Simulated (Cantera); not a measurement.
Input: 1 mol SiH2Cl2, 2.6 mol HCl, 250 mol H2, at 727 °C.

Method: chemical equilibrium by Gibbs-energy minimisation in Cantera with the NASA 1993 tables (ideal gas, pure condensed phases). Candidate condensed phases: Si; 19 gas species. The tables' values for SiCl3 are old estimates; treat these amounts as uncertain. Rates play no part.

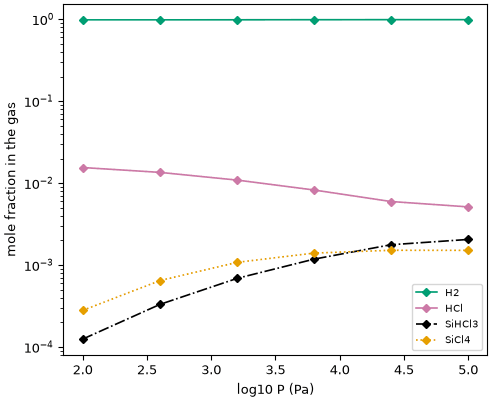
Figure. Equilibrium gas composition (values under 1e-9 drawn at 1e-9)

**Question.** Read off the mole fractions at 4.00 mbar.

**Answer.** H2 about 0.99, HCl about 0.014, SiCl4 about 0.00065, SiHCl3 about 0.00033.
